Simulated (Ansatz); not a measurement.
# AlClH2N: composite energy at a relaxed geometry

A script is to give a composite energy at a relaxed geometry; the system is AlClH2N.

All numbers are computed with Ansatz 0.2.0, driven from Python. The levels of theory stand in the script.

## Step 1: The system

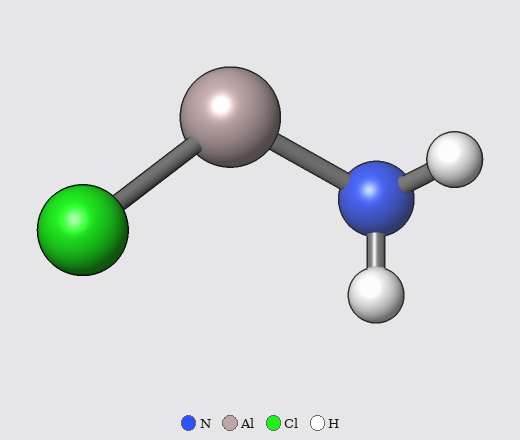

The structure that the script starts from, seen from a chosen angle (nitrogen blue, aluminium light grey, chlorine green, hydrogen white).

Input file alclh2n.xyz:

```xyz
5

N    -0.87950    0.27920   -0.25200
Al    0.20800   -0.46340    1.05320
Cl    2.05650   -1.45110    0.42620
H    -0.88820    1.35910   -0.06640
H    -0.44690    0.20250   -1.20240
```

## Step 2: Script

composite.py

```python
from dataclasses import dataclass
import itertools

import ansatz as az
from ase.data import atomic_numbers, covalent_radii
import numpy as np


@dataclass
class Options:
    basis: str = "def2-SVP"
    functional: str = "b3lyp"


cfg = Options()

mol = az.Crystal.molecule_from_extxyz("alclh2n.xyz")

calc = mol.calculation()
calc = calc.basis(gaussian=cfg.basis).functional(cfg.functional)
calc = calc.spin("collinear", total=1)
symbols = [site.symbol for site in mol.cartesian_sites]
start = np.array([site.position_ang for site in mol.cartesian_sites], dtype=float)
summary = calc.relax(force_tolerance=0.01).run(threads=1, backend="cpu").report
end = np.array(summary["positions_ang"])
radius = [covalent_radii[atomic_numbers[s]] for s in symbols]
span = lambda where, i, j: np.linalg.norm(where[i] - where[j])
bonded = [(i, j) for i, j in itertools.combinations(range(len(symbols)), 2) if min(span(start, i, j), span(end, i, j)) < 1.2 * (radius[i] + radius[j])]
print("pair        before    after (A)")
for i, j in bonded:
    print(f"{symbols[i]}{i}-{symbols[j]}{j}".ljust(10), f"{span(start, i, j):8.4f} {span(end, i, j):8.4f}")
for first, second in list(itertools.combinations(bonded, 2)):
    shared = set(first) & set(second)
    if shared and symbols[(j := shared.pop())] != "H":
        i, k = sorted((set(first) | set(second)) - {j})
        u, v = end[i] - end[j], end[k] - end[j]
        angle = np.degrees(np.arccos(np.clip(u @ v / np.linalg.norm(u) / np.linalg.norm(v), -1, 1)))
        print(f"final angle {symbols[i]}{i}-{symbols[j]}{j}-{symbols[k]}{k}: {angle:.2f} deg")

minimum = az.Crystal.molecule()
for symbol, place in zip(symbols, end):
    minimum = minimum.atom(symbol, place.tolist())
at_minimum = minimum.calculation().spin("collinear", total=1)
level = lambda method, basis: at_minimum.basis(gaussian=basis).correlation(method).run(threads=1, backend="cpu").report
small, large, cluster = level("mp2", "cc-pVDZ"), level("mp2", "cc-pVTZ"), level("ccsd_t", "cc-pVDZ")
corr = lambda each: (each["free_energy_ev"] - each["reference_energy_ev"]) / 27.211386246
mp2_limit = (27 * corr(large) - 8 * corr(small)) / 19
pieces = {"HF / cc-pVTZ": large["reference_energy_ev"] / 27.211386246, "MP2 correlation, DZ-TZ limit": mp2_limit, "CCSD(T) - MP2 / cc-pVDZ": corr(cluster) - corr(small)}
for name, value in pieces.items():
    print(f"{name:32s} {value:14.6f} Ha")
print(f"{'sum':32s} {sum(pieces.values()):14.6f} Ha")
print("T1 diagnostic", round(cluster["correlation"]["coupled_cluster"]["t1_diagnostic"], 4))
```

## Step 3: What the engine is handed

The engine receives this input (first run):

```yaml
crystal:
  periodic: [false, false, false]
  atoms:
    - { symbol: "N", position_ang: [-0.8795, 0.2792, -0.252] }
    - { symbol: Al, position_ang: [0.208, -0.4634, 1.0532] }
    - { symbol: Cl, position_ang: [2.0565, -1.4511, 0.4262] }
    - { symbol: H, position_ang: [-0.8882, 1.3591, -0.0664] }
    - { symbol: H, position_ang: [-0.4469, 0.2025, -1.2024] }
basis:
  gaussian:
    orbitals: def2-SVP
hamiltonian:
  xc: b3lyp
magnetization:
  spin_polarized: true
  initial_magnetization: 1.0
relax:
  f_tol: 0.01
```

## Step 4: Launch

The run is started by

```
python composite.py
```

Standard output:

```text
pair        before    after (A)
N0-Al1       1.8541   1.7767
N0-H3        1.0958   1.0159
N0-H4        1.0470   1.0181
Al1-Cl2      2.1876   2.1341
final angle Al1-N0-H3: 124.83 deg
final angle Al1-N0-H4: 124.74 deg
final angle N0-Al1-Cl2: 117.34 deg
final angle H3-N0-H4: 110.43 deg
HF / cc-pVTZ                        -757.171634 Ha
MP2 correlation, DZ-TZ limit          -0.502843 Ha
CCSD(T) - MP2 / cc-pVDZ               -0.034956 Ha
sum                                 -757.709433 Ha
T1 diagnostic 0.0147
```

It took 35 s on 1 thread of Arm Neoverse V1, shared host; peak memory 0.31 GiB.

Lines on the test bed's own set-up are left out of the output.

## Step 5: How the relaxation of run 0 went

The steps of the relaxation:

```csv
step,E - E(step 1) (eV),largest force component (eV/Å)
1,0.0000,2.2869
2,-0.1729,1.4316
3,-0.2949,0.9786
4,-0.3587,0.3046
5,-0.3675,0.4321
6,-0.3887,0.2463
7,-0.3949,0.1032
8,-0.3955,0.0101
9,-0.3956,0.0032
```

Step 1 is the start.

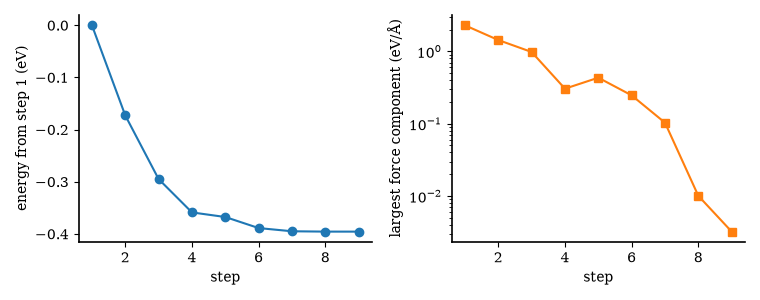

Energy and largest force along the relaxation.

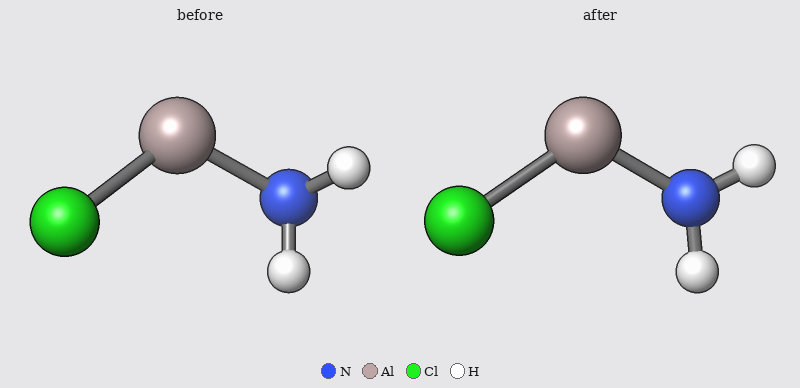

Before and after, at one scale.

Before: Bond lengths: N1–Al2 1.854 Å, Al2–Cl3 2.188 Å, N1–H4 1.096 Å, N1–H5 1.047 Å. Angles: N1–Al2–Cl3 118.3°, Al2–N1–H4 106.3°, Al2–N1–H5 111.5°, H4–N1–H5 103.3°.

After: Bond lengths: N1–Al2 1.777 Å, Al2–Cl3 2.134 Å, N1–H4 1.016 Å, N1–H5 1.018 Å. Angles: N1–Al2–Cl3 117.3°, Al2–N1–H4 124.8°, Al2–N1–H5 124.7°, H4–N1–H5 110.4°.

Run 0 is this relaxation; the runs after it count from 1.

## Step 6: What each run gave

The 3 runs, in the order started:

```tsv
run	basis	method	energy (eV)	<S²>	iterations in all	CPU time (s)
1	cc-pVDZ	mp2	-20611.7779	0.75	12	0.67
2	cc-pVTZ	mp2	-20616.1419	0.75	12	2.2
3	cc-pVDZ	ccsd_t	-20612.7291	0.75	83	4.9
```

## Step 7: Summary of results

| quantity | value |
| --- | --- |
| T1 diagnostic | 0.0147 |
| composite energy | -757.709433 Ha |
| runs compared | 3 |

What this shows: In CPU time, run 3 cost about 7.3 times as much as run 1. A T1 diagnostic under about 0.02 supports a single-reference treatment, as here. Run 0: After 8 moves the largest shift is 0.475 Å, of atom 4 (H). Caveats:
- The sum leaves out core correlation, relativity, the Hartree-Fock basis error and zero-point energy; a DZ-TZ extrapolation is rough.
- The species is open-shell (spin multiplicity 2).
- b3lyp holds the VWN-RPA fit, as in Gaussian; the form of ORCA and Turbomole is b3lyp5.
- Inner cores stay frozen, so this is valence correlation.
- For Al to Cl the sets with a tight d function, cc-pV(X+d)Z, are usual.
